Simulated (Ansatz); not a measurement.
Ca(OH)₂ (P-3m1, No. 164) was calculated with PBEsol-D3(BJ) in Ansatz (PAW).

Run with plane-wave cutoff 520 eV, 12×12×8 k mesh (along the axes of the cell as run), Fermi–Dirac smearing 0.01 eV, scalar-relativistic PAW data made under PBE.

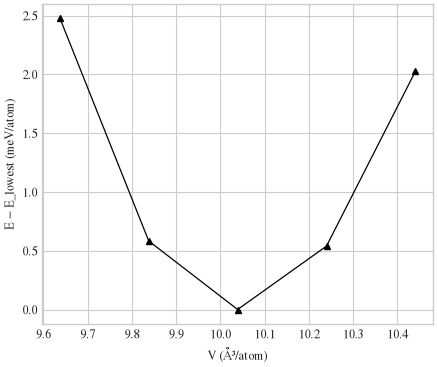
Figure: Total energy against volume

From the curve, estimate the equilibrium volume and the bulk modulus.

V0 ≈ 10.0 Å³/atom and B0 ≈ 45 GPa; the fit gives V0 = 10.037 Å³/atom, B0 = 44.6 GPa, B′ = 7.2.

Shape and atoms are relaxed at each volume.

Note: the relaxation could not lower the start's symmetry, so the cell can be a saddle point above a distorted one; the volume lies 8 % below that of the published cell; the bulk modulus comes from volumes at which shape and atoms were relaxed.

Computed values are for the static lattice.

Ansatz is an electronic-structure program.
